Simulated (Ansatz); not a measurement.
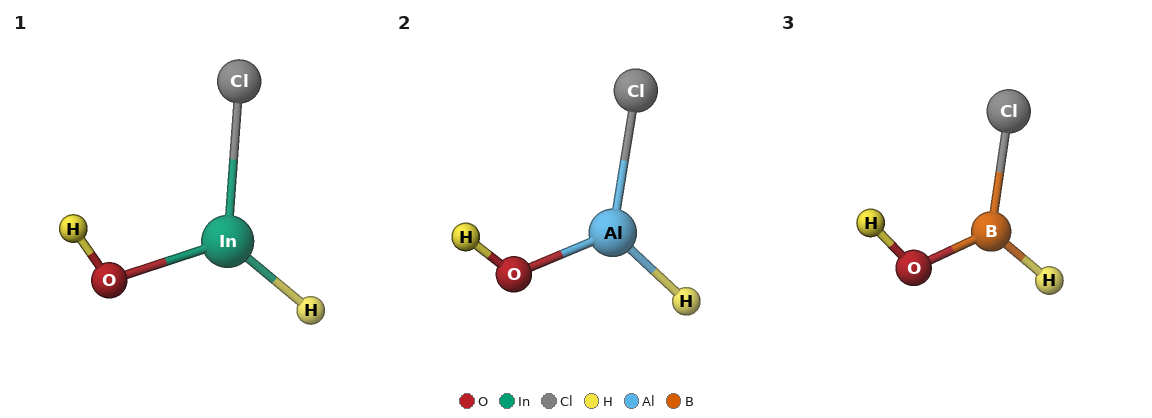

3 molecules with one skeleton, seen from the same side and at one scale. Charge 0, singlet. Computed geometries: PBE0-D4/def2-TZVP optimisations, one conformation each. Properties computed with Ansatz 0.2.0. Elements past Kr carry core potentials.

One atom differs, called X below: In in panel 1, Al in panel 2, B in panel 3. Their formulas are ClH2InO (`[OH][InH][Cl]`), AlClH2O (`[OH][AlH][Cl]`), BClH2O (`OBCl`).

Rank them by the length of X–O, lowest first (PBE0-D4/def2-TZVP).

Answer. 3 (B), 2 (Al), 1 (In).

Rank them by the length of X–H, lowest first (PBE0-D4/def2-TZVP).

Answer. 3 (B), 2 (Al), 1 (In).

Give the values. With PBE0-D4/def2-TZVP: length of X–Cl (Å), length of X–H (Å), length of X–O (Å), angle O–X–Cl (°). With ωB97M-V/def2-SVP: HOMO energy (Kohn–Sham orbital) (eV), HOMO–LUMO gap (eV).

| quantity | 1 (In) | 2 (Al) | 3 (B) |
| --- | --- | --- | --- |
| length of X–Cl (Å) | 2.333 | 2.096 | 1.766 |
| length of X–H (Å) | 1.688 | 1.563 | 1.189 |
| length of X–O (Å) | 1.968 | 1.684 | 1.340 |
| angle O–X–Cl (°) | 109.8 | 119.8 | 121.0 |
| HOMO energy (Kohn–Sham orbital) (eV) | −10.65 | −11.15 | −11.21 |
| HOMO–LUMO gap (eV) | 10.94 | 12.36 | 13.31 |
